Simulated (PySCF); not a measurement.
**InH5O (In(H2O)H3), step by step**

Aim: a structure relaxation (HF/def2-mTZVP), then vibrational wavenumbers, then the energy (MN15-D3(BJ)/def2-mTZVP), then ionisation energies (EOM-CCSD/ccECP-cc-pVDZ) of InH5O (In(H2O)H3). 

The results are computed with PySCF 2.14.0.

## Step 1: The structure to begin with

The species is InH5O (7 atoms), meant as a singlet with charge 0. As SMILES, `[H][In]([H])([H])<-[OH2]`. All atoms were displaced at random from a relaxed shape. The run starts from this shape.

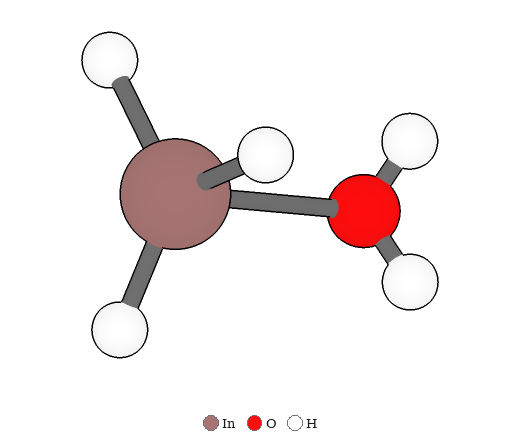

The structure, seen from a chosen angle (indium brown, oxygen red, hydrogen white).

## Step 2: A geometry optimisation at HF/def2-mTZVP (density fitting with def2-universal-jkfit, core potential) (run 1)

Contents of job.py:

```python
from pyscf import gto
from pyscf.geomopt.geometric_solver import kernel as optimise

mol = gto.M(
    atom='''
In     0.053833    -0.239209    -0.992373
O      0.081269    -0.039548     1.353473
H     -0.731497    -0.189499     1.744717
H      0.467063     0.698115     1.642637
H      1.789304    -0.081610    -1.281850
H     -0.829463     1.305986    -1.124997
H     -0.719775    -1.569100    -1.181604
''',
    max_memory=1860,
    charge=0,
    ecp={'In': 'def2-svp'},
    spin=0,
    basis='def2-mtzvp',
    verbose=3,
)

calc0 = mol.RHF()
calc0 = calc0.density_fit(auxbasis='def2-universal-jkfit')
converged, mol_eq = optimise(calc0, maxsteps=100)
print('converged:', converged)
print(mol_eq.tostring())

calc0.reset(mol_eq)
mol = mol_eq
calc0.kernel()
e_tot = calc0.e_tot
print('E(%s) = %.9f' % ('HF', e_tot))
```

Launch:

```console
OMP_NUM_THREADS=1 python job.py
```

What it wrote:

```text
maxiter                   100
[... 58 lines left out ...]
converged SCF energy = -266.954107869451
[... 74 lines left out ...]
converged SCF energy = -266.974834510959
[... 99 lines left out ...]
converged SCF energy = -266.974889055247
[... 99 lines left out ...]
converged SCF energy = -266.974896052471
[... 99 lines left out ...]
converged SCF energy = -266.974933859367
[... 99 lines left out ...]
converged SCF energy = -266.975209765607
[... 99 lines left out ...]
converged SCF energy = -266.975263719843
[... 88 lines left out ...]
Converged! =D
[... 1 line left out ...]
converged: True
In          0.11161750       -0.11049251       -1.09217978
O           0.16913440        0.07772870        1.37884927
H          -0.27865851       -0.61661053        1.84257469
H          -0.16441610        0.89419583        1.72497670
H           1.82236739       -0.26742414       -1.38604067
H          -0.65754233        1.45296965       -1.27099318
H          -0.89176836       -1.54523200       -1.03718403
converged SCF energy = -266.975266745307
E(HF) = -266.975266745
```

Run time: 35 s. Hardware: 1 thread of Intel Xeon Platinum 8488C (Sapphire Rapids), shared host; peak memory 0.2 GiB.

Step by step:

```
step  energy from the first frame kept (eV)  largest force (eV/Å)
   0                                 0.0000                5.0102
   2                                -0.5580                0.2251
   4                                -0.5648                0.0455
   6                                -0.5653                0.0261
   8                                -0.5656                0.0096
  10                                -0.5656                0.0056
  12                                -0.5657                0.0150
  14                                -0.5662                0.0529
  16                                -0.5678                0.0953
  18                                -0.5727                0.0521
  20                                -0.5747                0.0293
  22                                -0.5756                0.0225
  24                                -0.5758                0.0061
  26                                -0.5758                0.0011
```

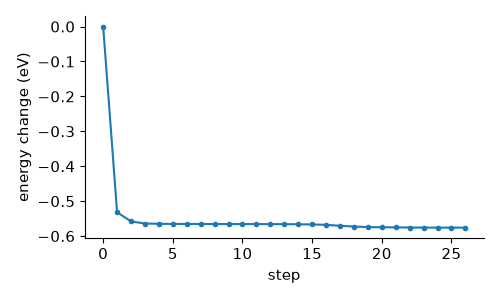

Energy along the run.

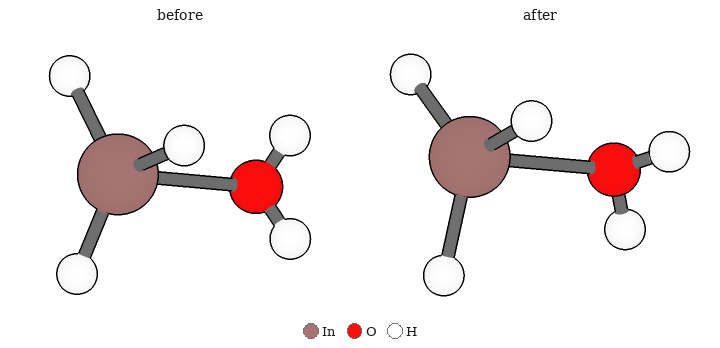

Before and after, at one scale.

After the run. Bond lengths: In1–O2 2.479 Å, O2–H3 0.947 Å, O2–H4 0.947 Å, In1–H5 1.743 Å, In1–H6 1.752 Å, In1–H7 1.752 Å. Angles: In1–O2–H3 114.9°, In1–O2–H4 114.9°, O2–In1–H5 98.8°, O2–In1–H6 92.5°, O2–In1–H7 92.5°, H3–O2–H4 106.6°, H5–In1–H6 119.6°, H5–In1–H7 119.6°, H6–In1–H7 118.9°.

## Step 3: Vibrational wavenumbers at HF/def2-mTZVP (density fitting with def2-universal-jkfit, core potential) (run 2)

Contents of input.py:

```python
import numpy
from pyscf import gto, scf, symm
from pyscf.hessian import thermo

mol = gto.M(
    atom='''
In    -0.001369    -0.025621    -0.330582
O      0.056147     0.162601     2.140447
H     -0.391664    -0.531978     2.604191
H     -0.277421     0.978829     2.486593
H      1.709380    -0.182552    -0.624443
H     -0.774424     1.535994    -0.509034
H     -1.001184    -1.462803    -0.275614
''',
    verbose=3,
    ecp={'In': 'def2-svp'},
    charge=0,
    max_memory=1860,
    spin=0,
    basis='def2-mtzvp',
)

myscf = scf.RHF(mol)
myscf = myscf.density_fit(auxbasis='def2-universal-jkfit')
myscf.kernel()

energy = myscf.e_tot
print('E(%s) = %.9f' % ('HF', energy))
hess = myscf.Hessian().kernel()
modes = thermo.harmonic_analysis(mol, hess)
print('frequencies (1/cm)', numpy.round(modes['freq_wavenumber'], 1))
symm.geom.TOLERANCE = 1e-3  # for the symmetry number
th = thermo.thermo(myscf, modes['freq_au'], 800, 101325)
thermo.dump_thermo(mol, th)
```

Launch:

```console
OMP_NUM_THREADS=1 python input.py
```

What it wrote:

```text
converged SCF energy = -266.975266238169
E(HF) = -266.975266238
frequencies (1/cm) [  97.4  196.8  277.   296.3  406.1  550.9  669.2  672.4  679.3 1802.6
 1818.2 1825.4 1862.7 4097.7 4190.9]
temperature 800.0000 [K]
pressure 101325.00 [Pa]
Rotational constants [GHz] 47.72839 4.81046 4.76911
Symmetry number 1
Zero-point energy (ZPE) 0.04429 [Eh]   116294.816 [J/mol]
                           tot       elec      trans        rot        vib
Entropy [J/mol/K]       414.595      0.000    190.518    109.378    114.699
Cv [J/mol/K]            110.487      0.000     12.472     12.472     85.544
Cp [J/mol/K]            118.802      0.000     20.786     12.472     85.544
Internal energy [J/mol]                      9977.352   9977.352 160205.022
Internal energy [Eh]   -266.90665  -266.97527
Enthalpy [J/mol]                            16628.920   9977.352 160205.022
Enthalpy [Eh]          -266.90411
Gibbs free energy [J/mol]                  -135785.521 -77524.760  68445.523
Gibbs free energy [Eh] -267.03044
```

Wall time 15 s (1 thread of Intel Xeon Platinum 8488C (Sapphire Rapids), shared host); peak memory 0.46 GiB.

## Step 4: The energy at MN15-D3(BJ)/def2-mTZVP (density fitting with def2-universal-jkfit, core potential) (run 3)

Contents of geometry.xyz:

```xyz
7

In     0.111618    -0.110493    -1.092180
O      0.169134     0.077729     1.378849
H     -0.278659    -0.616611     1.842575
H     -0.164416     0.894196     1.724977
H      1.822367    -0.267424    -1.386041
H     -0.657542     1.452970    -1.270993
H     -0.891768    -1.545232    -1.037184
```

Contents of calc.py:

```python
from pyscf import gto, dft

system = gto.M(
    atom='geometry.xyz',
    charge=0,
    verbose=4,
    max_memory=1860,
    ecp={'In': 'def2-svp'},
    basis='def2-mtzvp',
)

mf = dft.RKS(system)
mf.xc = 'mn15'
mf = mf.density_fit(auxbasis='def2-universal-jkfit')
mf.disp = 'd3bj'
mf.kernel()

etot = mf.e_tot
print('E = %.10f Eh' % etot)
```

Launch:

```console
OMP_NUM_THREADS=1 python calc.py
```

What it wrote:

```text
PySCF version 2.14.0

[... 77 lines left out ...]
converged SCF energy = -267.866009743173
E = -267.8660097432 Eh
```

It took 6.3 s on 1 thread of Intel Xeon Platinum 8488C (Sapphire Rapids), shared host; peak memory 0.36 GiB.

## Step 5: Ionisation energies at EOM-CCSD/ccECP-cc-pVDZ (core potential, root kind ip) (run 4)

Contents of input.xyz:

```xyz
7

In     0.111618    -0.110493    -1.092180
O      0.169134     0.077729     1.378849
H     -0.278659    -0.616611     1.842575
H     -0.164416     0.894196     1.724977
H      1.822367    -0.267424    -1.386041
H     -0.657542     1.452970    -1.270993
H     -0.891768    -1.545232    -1.037184
```

Contents of input.py:

```python
import numpy
from pyscf import gto, cc

system = gto.Mole()
system.atom = 'input.xyz'
system.spin = 0
system.ecp = {'In': 'ccecp', 'O': 'ccecp', 'H': 'ccecp'}
system.charge = 0
system.max_memory = 1860
system.verbose = 3
system.basis = 'ccecp-cc-pvdz'
system.build()

calc0 = system.RHF()
calc0.kernel()

mycc = cc.CCSD(calc0)
mycc.kernel()
e_final = mycc.e_tot
print('E = %.10f Eh' % e_final)

e, vec = mycc.ipccsd(nroots=2)
roots = numpy.atleast_1d(e) * 27.211386
print('EOM-IP-CCSD roots (eV)')
for i, w in enumerate(roots, 1):
    print('%3d %10.4f' % (i, w))
```

Launch:

```console
OMP_NUM_THREADS=1 python input.py
```

What it wrote:

```text
converged SCF energy = -20.4914985861121
E(CCSD) = -20.79298778626624  E_corr = -0.3014892001541553
E = -20.7929877863 Eh
EOM-IP-CCSD roots (eV)
  1     9.7695
  2     9.8494
```

Wall time 3.6 s (1 thread of Intel Xeon Platinum 8488C (Sapphire Rapids), shared host); peak memory 0.17 GiB.

## Step 6: Results

```
                                                                    quantity             value
                               run 1, HF/def2-mTZVP: total energy at the end     -266.97527 Eh
                                         run 1, HF/def2-mTZVP: dipole moment            3.73 D
                                           run 1, HF/def2-mTZVP: HOMO energy         -10.41 eV
                                           run 1, HF/def2-mTZVP: LUMO energy           1.34 eV
                                         run 1, HF/def2-mTZVP: HOMO–LUMO gap          11.75 eV
                            run 2, HF/def2-mTZVP: lowest harmonic wavenumber           97 cm⁻¹
                           run 2, HF/def2-mTZVP: highest harmonic wavenumber         4191 cm⁻¹
                                     run 2, HF/def2-mTZVP: zero-point energy      116.3 kJ/mol
run 2, HF/def2-mTZVP: ideal-gas entropy at 800 K (symmetry number 1 as used)  99.1 cal/(mol K)
                                 run 3, MN15-D3(BJ)/def2-mTZVP: total energy     -267.86601 Eh
                                run 3, MN15-D3(BJ)/def2-mTZVP: dipole moment            3.69 D
                                  run 3, MN15-D3(BJ)/def2-mTZVP: HOMO energy          -8.21 eV
                                  run 3, MN15-D3(BJ)/def2-mTZVP: LUMO energy          -0.28 eV
                                run 3, MN15-D3(BJ)/def2-mTZVP: HOMO–LUMO gap           7.93 eV
                            run 3, MN15-D3(BJ)/def2-mTZVP: dispersion energy      -0.02 kJ/mol
            run 4, EOM-CCSD/ccECP-cc-pVDZ: ground-state or mean-field energy      -20.79299 Eh
         run 4, EOM-CCSD/ccECP-cc-pVDZ: dipole moment (Hartree–Fock density)            3.64 D
          run 4, EOM-CCSD/ccECP-cc-pVDZ: HOMO energy (Hartree–Fock orbitals)         -10.20 eV
          run 4, EOM-CCSD/ccECP-cc-pVDZ: LUMO energy (Hartree–Fock orbitals)           2.06 eV
        run 4, EOM-CCSD/ccECP-cc-pVDZ: HOMO–LUMO gap (Hartree–Fock orbitals)          12.25 eV
                           run 4, EOM-CCSD/ccECP-cc-pVDZ: correlation energy        -301.5 mEh
                                run 4, EOM-CCSD/ccECP-cc-pVDZ: T1 diagnostic             0.009
                      run 4, EOM-CCSD/ccECP-cc-pVDZ: first ionisation energy           9.77 eV
```

The optimisation (run 1, HF/def2-mTZVP) took 26 steps and changed the energy by -0.576 eV. Mulliken charges (run 1, HF/def2-mTZVP) run from -0.97 on O2 to +0.51 on H4. All 15 modes (run 2, HF/def2-mTZVP) are real, so the shape is a minimum at this level. Mulliken charges (run 2, HF/def2-mTZVP) run from -0.97 on O2 to +0.51 on H4; they depend strongly on the basis. Mulliken charges (run 3, MN15-D3(BJ)/def2-mTZVP) run from -0.92 on O2 to +0.50 on H3; they depend strongly on the basis. Mulliken charges (run 4, EOM-CCSD/ccECP-cc-pVDZ) of the mean-field density run from -0.47 on O2 to +0.34 on In1.
